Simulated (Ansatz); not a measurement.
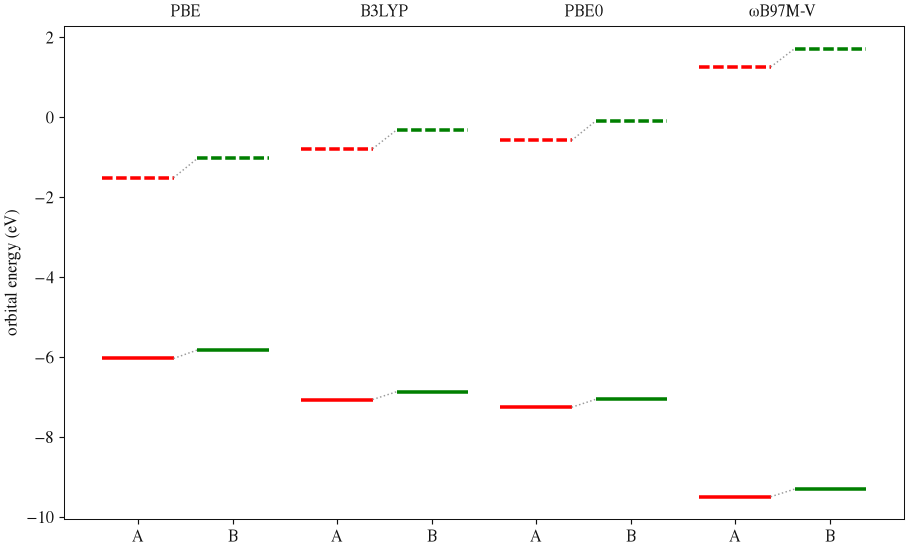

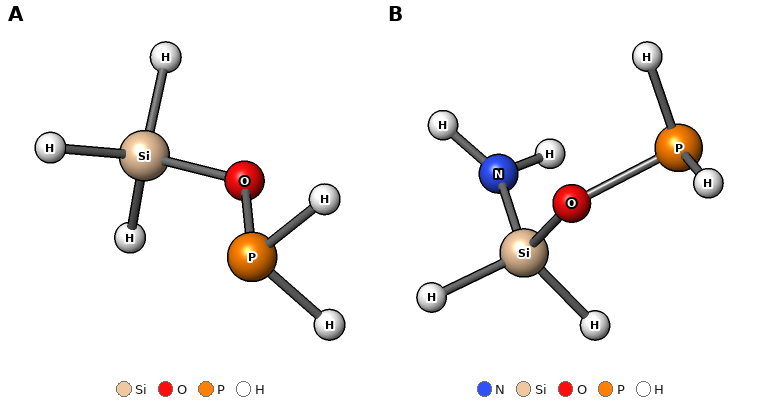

One change: A, SiPH₅O (SMILES [SiH3]OP), becomes B, SiPNH₆O (SMILES N[SiH2]OP). H on Si is replaced by NH₂. HOMO (solid) and LUMO (dashed) computed in def2-TZVPP at PBE0-D4/def2-TZVP geometries, both minima by their frequencies, gas phase, the Ansatz code. Empty levels above zero depend strongly on the basis.

What does the change do to HOMO and LUMO?

PBE: the HOMO rises by 0.21 eV, the LUMO rises by 0.49 eV, and the separation goes from 4.52 to 4.80 eV. B3LYP: the HOMO rises by 0.20 eV, the LUMO rises by 0.47 eV, and the separation goes from 6.28 to 6.55 eV. PBE0: the HOMO rises by 0.20 eV, the LUMO rises by 0.48 eV, and the separation goes from 6.68 to 6.96 eV. ωB97M-V: the HOMO rises by 0.19 eV, the LUMO rises by 0.46 eV, and the separation goes from 10.75 to 11.02 eV.

Do the functionals agree on the effect?

They agree on the direction for both levels; the HOMO shift lies between 0.19 and 0.21 eV and the LUMO shift between 0.46 and 0.49 eV, while the separations themselves differ by up to 6.2 eV between functionals.

Caveats: one conformer of each flexible molecule.
